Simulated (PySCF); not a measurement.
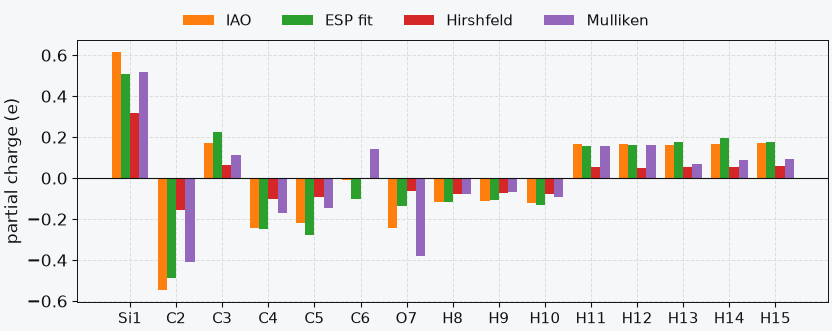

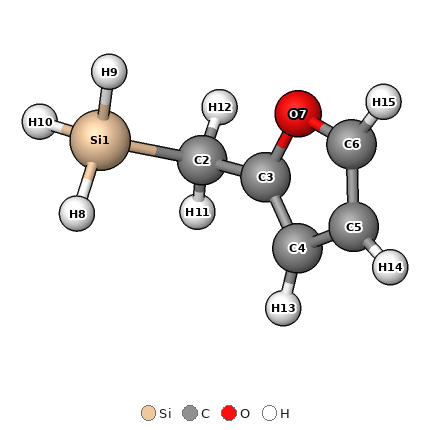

Atomic charges of C₅H₈OSi, SMILES [SiH3]Cc1ccco1 by 4 schemes, PBE0/pcSseg-1 in PySCF, at a GFN2-xTB geometry (no frequency check).

Q: On which atom do the schemes disagree most?

A: On C2: IAO −0.55, ESP fit −0.49, Hirshfeld −0.16, Mulliken −0.41 e.

Q: Which scheme gives the smallest charges overall?

A: Hirshfeld: mean absolute charge Hirshfeld 0.09, Mulliken 0.18, ESP fit 0.21, IAO 0.22 e.

Note: the tight-binding geometry is rougher than a DFT one and adds to the error; one conformer of a flexible molecule.
